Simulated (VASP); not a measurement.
# Janus MoSSe monolayer and its bilayer

Aim: relax Janus MoSSe monolayer, place its levels against the vacuum, then find how two sheets stack and bind.

Calculated with VASP 6.6.1; r2SCAN with rVV10, no spin polarisation; plane waves and PAW (Mo, S, Se).

### 1. The starting structure

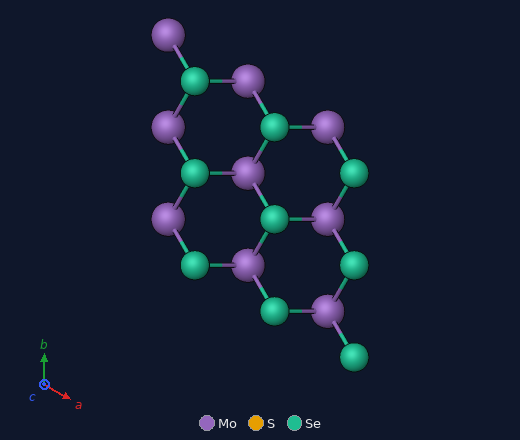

The starting structure, seen from above (molybdenum purple, sulfur orange, selenium teal). 3×3×1 cells are drawn. S lies hidden behind other atoms in this view.

The cell holds 3 atoms: 1 Mo, 1 S and 1 Se. Its edges and angles: a = 3.250 Å, b = 3.250 Å, c = 22.000 Å, α = 90.0°, β = 90.0°, γ = 120.0°. Vacuum lies along c.

Structure file:

```xyz
3
Lattice="3.2500 0.0000 0.0000 -1.6250 2.8146 0.0000 0.0000 0.0000 22.0000" Properties=species:S:1:pos:R:3
Mo    0.0000    1.8764   11.0000
S     1.6250    0.9382    9.3850
Se    1.6250    0.9382   12.6150
```

### 2. Relaxing the monolayer

The sheet's cell relaxes in its plane with the atoms, while the vacuum is kept.

Input file INCAR:

```
SYSTEM = MoSeS
PREC = Normal
ENCUT = 350
EDIFF = 1E-06
NELM = 120
ISMEAR = 0
SIGMA = 0.03
LREAL = .FALSE.
ALGO = Normal
METAGGA = R2SCAN
LUSE_VDW = .TRUE.
IVDW_NL = 2
BPARAM = 11.95
CPARAM = 0.0093
LASPH = .TRUE.
NBANDS = 15
LORBIT = 11
LWAVE = .FALSE.
LCHARG = .FALSE.
KPAR = 4
IBRION = 2
NSW = 50
ISIF = 3
EDIFFG = -0.015
POTIM = 0.4
IDIPOL = 3
LDIPOL = .TRUE.
DIPOL = 0.5 0.5 0.5
LATTICE_CONSTRAINTS = .TRUE. .TRUE. .FALSE.
```

Input file POSCAR:

```
MoSeS
1.0
    3.2500000000      0.0000000000      0.0000000000
   -1.6250000000      2.8145825623      0.0000000000
    0.0000000000      0.0000000000     22.0000000000
Mo S Se
1 1 1
Direct
    0.3333333333      0.6666666667      0.5000000000
    0.6666666667      0.3333333333      0.4265909091
    0.6666666667      0.3333333333      0.5734090909
```

Input file KPOINTS:

```
Automatic mesh
0
Gamma
12 12 1
0 0 0
```

PAW data sets: Mo, S and Se (PBE family, release 64).

On the command line:

```console
$ mpirun -np 4 vasp_std
```

The log of the run:

```text
[banner, memory and clock lines left out]
running    4 mpi-ranks, on    1 nodes
 distrk:  each k-point on    1 cores,    4 groups
 distr:  one band on    1 cores,    1 groups

 POSCAR found type information on POSCAR MoS Se
 POSCAR found :  3 types and       3 ions
|                                                                             |
|               ----> ADVICE to this user running VASP <----                  |
|                                                                             |
|     You have switched on vdW-DFT.                                           |
|     This routine was written and supplied by Jiri Klimes. We recommend      |
|     that you carefully read and cite the following publications:            |
|       J. Klimes, D.R. Bowler, A. Michelides                                 |
|          J. Phys.: Cond Matt. 22 022201 (2010)                              |
|       J. Klimes, D.R. Bowler, A. Michelides                                 |
|          Phys. Rev. B. 83, 195131 (2011)                                    |
|     and references therein.                                                 |
|                                                                             |

|                                                                             |
|               ----> ADVICE to this user running VASP <----                  |
|                                                                             |
|     You enforced a specific xc type in the INCAR file but a different       |
|     [... a line on the potential file left out ...]
|     I HOPE YOU KNOW WHAT YOU ARE DOING!                                     |
|                                                                             |

 LDA part: xc-table for (None), standard interpolation
 POSCAR, INCAR and KPOINTS ok, starting setup
 FFT: planning ... GRIDC
 FFT: planning ... GRID_SOFT
 FFT: planning ... GRID
 WAVECAR not read
 entering main loop
       N       E                     dE             d eps       ncg     rms          rms(c)
Total rVV10 correction in eV:      0.5674194    25.1424192
Total rVV10 correction in eV:      0.5674194    25.1424192
Total rVV10 correction in eV:      0.5674194    25.1424192
Total rVV10 correction in eV:      0.5674194    25.1424192
DAV:   1     0.795461004134E+02    0.79546E+02   -0.50568E+03   570   0.651E+02
DAV:   2    -0.428304099925E+02   -0.12238E+03   -0.11505E+03   946   0.154E+02
DAV:   3    -0.541083989577E+02   -0.11278E+02   -0.11167E+02   759   0.587E+01
DAV:   4    -0.542934945516E+02   -0.18510E+00   -0.18468E+00   668   0.912E+00
DAV:   5    -0.542977647574E+02   -0.42702E-02   -0.42695E-02   789   0.131E+00    0.223E+01
Total rVV10 correction in eV:      0.5667616    25.1435136
Total rVV10 correction in eV:      0.5667616    25.1435136
Total rVV10 correction in eV:      0.5667616    25.1435136
Total rVV10 correction in eV:      0.5667616    25.1435136
DAV:   6    -0.506811920463E+02    0.36166E+01   -0.64004E+00   724   0.196E+01    0.817E+00
Total rVV10 correction in eV:      0.5609606    25.1452082
Total rVV10 correction in eV:      0.5609606    25.1452082
Total rVV10 correction in eV:      0.5609606    25.1452082
Total rVV10 correction in eV:      0.5609606    25.1452082
DAV:   7    -0.504393077072E+02    0.24188E+00   -0.32966E+00   717   0.168E+01    0.727E+00
Total rVV10 correction in eV:      0.5622606    25.1448509
Total rVV10 correction in eV:      0.5622606    25.1448509
Total rVV10 correction in eV:      0.5622606    25.1448509
Total rVV10 correction in eV:      0.5622606    25.1448509
DAV:   8    -0.501981944811E+02    0.24111E+00   -0.41940E-01   731   0.629E+00    0.707E-01
Total rVV10 correction in eV:      0.5635351    25.1448659
Total rVV10 correction in eV:      0.5635351    25.1448659
Total rVV10 correction in eV:      0.5635351    25.1448659
Total rVV10 correction in eV:      0.5635351    25.1448659
DAV:   9    -0.502138131105E+02   -0.15619E-01   -0.52470E-02   759   0.173E+00    0.374E-01
Total rVV10 correction in eV:      0.5646697    25.1448193
Total rVV10 correction in eV:      0.5646697    25.1448193
Total rVV10 correction in eV:      0.5646697    25.1448193
Total rVV10 correction in eV:      0.5646697    25.1448193
DAV:  10    -0.502138871527E+02   -0.74042E-04   -0.11778E-03   738   0.243E-01    0.184E-01
Total rVV10 correction in eV:      0.5662315    25.1446088
Total rVV10 correction in eV:      0.5662315    25.1446088
Total rVV10 correction in eV:      0.5662315    25.1446088
Total rVV10 correction in eV:      0.5662315    25.1446088
DAV:  11    -0.502146906261E+02   -0.80347E-03   -0.10162E-03   689   0.227E-01    0.624E-02
Total rVV10 correction in eV:      0.5666487    25.1444562
Total rVV10 correction in eV:      0.5666487    25.1444562
Total rVV10 correction in eV:      0.5666487    25.1444562
Total rVV10 correction in eV:      0.5666487    25.1444562
DAV:  12    -0.502149631178E+02   -0.27249E-03   -0.12967E-04   745   0.772E-02    0.607E-02
Total rVV10 correction in eV:      0.5673308    25.1441388
Total rVV10 correction in eV:      0.5673308    25.1441388
Total rVV10 correction in eV:      0.5673308    25.1441388
Total rVV10 correction in eV:      0.5673308    25.1441388
DAV:  13    -0.502154763669E+02   -0.51325E-03   -0.19314E-04   654   0.881E-02    0.313E-02
Total rVV10 correction in eV:      0.5682727    25.1436587
Total rVV10 correction in eV:      0.5682727    25.1436587
Total rVV10 correction in eV:      0.5682727    25.1436587
Total rVV10 correction in eV:      0.5682727    25.1436587
DAV:  14    -0.502160479723E+02   -0.57161E-03   -0.35671E-04   640   0.115E-01    0.240E-02
Total rVV10 correction in eV:      0.5685925    25.1433756
Total rVV10 correction in eV:      0.5685925    25.1433756
Total rVV10 correction in eV:      0.5685925    25.1433756
Total rVV10 correction in eV:      0.5685925    25.1433756
DAV:  15    -0.502162698031E+02   -0.22183E-03   -0.32940E-05   654   0.405E-02    0.170E-02
Total rVV10 correction in eV:      0.5691173    25.1429280
Total rVV10 correction in eV:      0.5691173    25.1429280
Total rVV10 correction in eV:      0.5691173    25.1429280
Total rVV10 correction in eV:      0.5691173    25.1429280
DAV:  16    -0.502166496723E+02   -0.37987E-03   -0.83172E-05   661   0.616E-02    0.589E-03
Total rVV10 correction in eV:      0.5692627    25.1427199
Total rVV10 correction in eV:      0.5692627    25.1427199
Total rVV10 correction in eV:      0.5692627    25.1427199
Total rVV10 correction in eV:      0.5692627    25.1427199
DAV:  17    -0.502168255148E+02   -0.17584E-03   -0.27078E-05   703   0.289E-02    0.671E-03
Total rVV10 correction in eV:      0.5693214    25.1426049
[...]
Total rVV10 correction in eV:      0.5670257    25.1426983
Total rVV10 correction in eV:      0.5670257    25.1426983
DAV:   4    -0.502724953665E+02    0.17874E-02   -0.48371E-03   661   0.448E-01    0.182E-01
Total rVV10 correction in eV:      0.5669978    25.1425277
Total rVV10 correction in eV:      0.5669978    25.1425277
Total rVV10 correction in eV:      0.5669978    25.1425277
Total rVV10 correction in eV:      0.5669978    25.1425277
DAV:   5    -0.502726307902E+02   -0.13542E-03   -0.85613E-04   710   0.244E-01    0.742E-02
Total rVV10 correction in eV:      0.5670252    25.1425264
Total rVV10 correction in eV:      0.5670252    25.1425264
Total rVV10 correction in eV:      0.5670252    25.1425264
Total rVV10 correction in eV:      0.5670252    25.1425264
DAV:   6    -0.502726111122E+02    0.19678E-04   -0.98977E-05   752   0.924E-02    0.776E-02
Total rVV10 correction in eV:      0.5670549    25.1424992
Total rVV10 correction in eV:      0.5670549    25.1424992
Total rVV10 correction in eV:      0.5670549    25.1424992
Total rVV10 correction in eV:      0.5670549    25.1424992
DAV:   7    -0.502726225902E+02   -0.11478E-04   -0.27416E-05   668   0.388E-02    0.486E-02
Total rVV10 correction in eV:      0.5670791    25.1424819
Total rVV10 correction in eV:      0.5670791    25.1424819
Total rVV10 correction in eV:      0.5670791    25.1424819
Total rVV10 correction in eV:      0.5670791    25.1424819
DAV:   8    -0.502726338759E+02   -0.11286E-04   -0.18286E-05   801   0.348E-02    0.873E-03
Total rVV10 correction in eV:      0.5670826    25.1424721
Total rVV10 correction in eV:      0.5670826    25.1424721
Total rVV10 correction in eV:      0.5670826    25.1424721
Total rVV10 correction in eV:      0.5670826    25.1424721
DAV:   9    -0.502726371572E+02   -0.32814E-05   -0.31549E-06   640   0.188E-02    0.302E-03
Total rVV10 correction in eV:      0.5670913    25.1424629
Total rVV10 correction in eV:      0.5670913    25.1424629
Total rVV10 correction in eV:      0.5670913    25.1424629
Total rVV10 correction in eV:      0.5670913    25.1424629
DAV:  10    -0.502726443847E+02   -0.72274E-05   -0.16668E-06   626   0.984E-03    0.375E-03
Total rVV10 correction in eV:      0.5671023    25.1424478
Total rVV10 correction in eV:      0.5671023    25.1424478
Total rVV10 correction in eV:      0.5671023    25.1424478
Total rVV10 correction in eV:      0.5671023    25.1424478
DAV:  11    -0.502726556124E+02   -0.11228E-04   -0.14642E-06   662   0.885E-03    0.138E-03
Total rVV10 correction in eV:      0.5671111    25.1424421
Total rVV10 correction in eV:      0.5671111    25.1424421
Total rVV10 correction in eV:      0.5671111    25.1424421
Total rVV10 correction in eV:      0.5671111    25.1424421
DAV:  12    -0.502726615960E+02   -0.59836E-05   -0.86582E-07   662   0.704E-03    0.121E-03
Total rVV10 correction in eV:      0.5671191    25.1424348
Total rVV10 correction in eV:      0.5671191    25.1424348
Total rVV10 correction in eV:      0.5671191    25.1424348
Total rVV10 correction in eV:      0.5671191    25.1424348
DAV:  13    -0.502726689797E+02   -0.73837E-05   -0.13093E-06   626   0.808E-03    0.890E-04
Total rVV10 correction in eV:      0.5671218    25.1424314
Total rVV10 correction in eV:      0.5671218    25.1424314
Total rVV10 correction in eV:      0.5671218    25.1424314
Total rVV10 correction in eV:      0.5671218    25.1424314
DAV:  14    -0.502726715381E+02   -0.25584E-05   -0.38604E-07   597   0.528E-03    0.562E-04
Total rVV10 correction in eV:      0.5671223    25.1424252
Total rVV10 correction in eV:      0.5671223    25.1424252
Total rVV10 correction in eV:      0.5671223    25.1424252
Total rVV10 correction in eV:      0.5671223    25.1424252
DAV:  15    -0.502726737710E+02   -0.22328E-05   -0.25071E-07   573   0.427E-03    0.720E-04
Total rVV10 correction in eV:      0.5671221    25.1424205
Total rVV10 correction in eV:      0.5671221    25.1424205
Total rVV10 correction in eV:      0.5671221    25.1424205
Total rVV10 correction in eV:      0.5671221    25.1424205
DAV:  16    -0.502726753742E+02   -0.16032E-05   -0.16226E-07   663   0.296E-03    0.224E-04
Total rVV10 correction in eV:      0.5671217    25.1424169
Total rVV10 correction in eV:      0.5671217    25.1424169
Total rVV10 correction in eV:      0.5671217    25.1424169
Total rVV10 correction in eV:      0.5671217    25.1424169
DAV:  17    -0.502726760869E+02   -0.71275E-06   -0.75589E-08   642   0.223E-03
Total rVV10 correction in eV:      0.5671213    25.1424123
Total rVV10 correction in eV:      0.5671213    25.1424123
Total rVV10 correction in eV:      0.5671213    25.1424123
Total rVV10 correction in eV:      0.5671213    25.1424123
Total rVV10 correction in eV:      0.5671211    25.1424136
Total rVV10 correction in eV:      0.5671211    25.1424136
Total rVV10 correction in eV:      0.5671211    25.1424136
Total rVV10 correction in eV:      0.5671211    25.1424136
   2 F= -.50272676E+02 E0= -.50272676E+02  d E =-.556281E-01
[...]
3 F= -.50320452E+02 E0= -.50320452E+02  d E =-.103404E+00
[...]
4 F= -.50320850E+02 E0= -.50320850E+02  d E =-.397973E-03
[...]
5 F= -.50321040E+02 E0= -.50321040E+02  d E =-.588546E-03
[...]
6 F= -.50321039E+02 E0= -.50321039E+02  d E =-.587452E-03
[...]
7 F= -.50321039E+02 E0= -.50321039E+02  d E =-.587544E-03
 curvature:  -0.47 expect dE=-0.171E-04 dE for cont linesearch -0.179E-06
 ZBRENT: accuracy reached
 trial: gam=-0.00118 g(F)=  0.319E-04 g(S)=  0.419E-05 ort = 0.272E-04 (trialstep = 0.849E+00)
 search vector abs. value=  0.360E-04
 bond charge predicted
       N       E                     dE             d eps       ncg     rms          rms(c)
Total rVV10 correction in eV:      0.5668332    25.1424167
Total rVV10 correction in eV:      0.5668332    25.1424167
Total rVV10 correction in eV:      0.5668332    25.1424167
Total rVV10 correction in eV:      0.5668332    25.1424167
DAV:   1    -0.503210536234E+02   -0.15079E-04   -0.14943E-03   570   0.228E-01    0.181E-02
Total rVV10 correction in eV:      0.5668707    25.1424169
Total rVV10 correction in eV:      0.5668707    25.1424169
Total rVV10 correction in eV:      0.5668707    25.1424169
Total rVV10 correction in eV:      0.5668707    25.1424169
DAV:   2    -0.503210587436E+02   -0.51202E-05   -0.36735E-05   654   0.398E-02    0.751E-03
Total rVV10 correction in eV:      0.5668868    25.1424165
Total rVV10 correction in eV:      0.5668868    25.1424165
Total rVV10 correction in eV:      0.5668868    25.1424165
Total rVV10 correction in eV:      0.5668868    25.1424165
DAV:   3    -0.503210557098E+02    0.30338E-05   -0.16621E-06   501   0.991E-03    0.401E-03
Total rVV10 correction in eV:      0.5668980    25.1424160
Total rVV10 correction in eV:      0.5668980    25.1424160
Total rVV10 correction in eV:      0.5668980    25.1424160
Total rVV10 correction in eV:      0.5668980    25.1424160
DAV:   4    -0.503210571929E+02   -0.14831E-05   -0.77689E-07   418   0.716E-03    0.180E-03
Total rVV10 correction in eV:      0.5669021    25.1424161
Total rVV10 correction in eV:      0.5669021    25.1424161
Total rVV10 correction in eV:      0.5669021    25.1424161
Total rVV10 correction in eV:      0.5669021    25.1424161
DAV:   5    -0.503210567045E+02    0.48836E-06   -0.30153E-07   418   0.491E-03
Total rVV10 correction in eV:      0.5669016    25.1424162
Total rVV10 correction in eV:      0.5669016    25.1424162
Total rVV10 correction in eV:      0.5669016    25.1424162
Total rVV10 correction in eV:      0.5669016    25.1424162
Total rVV10 correction in eV:      0.5669019    25.1424160
Total rVV10 correction in eV:      0.5669019    25.1424160
Total rVV10 correction in eV:      0.5669019    25.1424160
Total rVV10 correction in eV:      0.5669019    25.1424160
   8 F= -.50321057E+02 E0= -.50321057E+02  d E =-.175967E-04
 trial-energy change:   -0.000018  1 .order   -0.000018   -0.000031   -0.000005
 step:   1.0020(harm=  1.0020)  dis= 0.00062  next Energy=   -50.321057 (dE=-0.180E-04)
 reached required accuracy - stopping structural energy minimisation
```

Elapsed: 7.9 min, on 4 MPI ranks of Intel Xeon Platinum 8488C (Sapphire Rapids), shared host; peak memory 1.3 GiB.

Lines that name or quote the potential files are left out of all logs, and their timing lines are given in words.

[end of part 1 of 9]

[Lines on the potential files, build, host, timing and source positions are cut from VASP's logs without a mark.]

[Logs are printed without paths, hosts, clocks, repeated set-up lines and the standing remarks that a program may print on its own settings, such as how far it seeks lower states.]

[Hosts, paths, dates, database ids (printed as entryN), source tags and the programs' standing remarks are cut or masked in the printed files.]

[Runs that stopped without an error message from VASP are left out.]
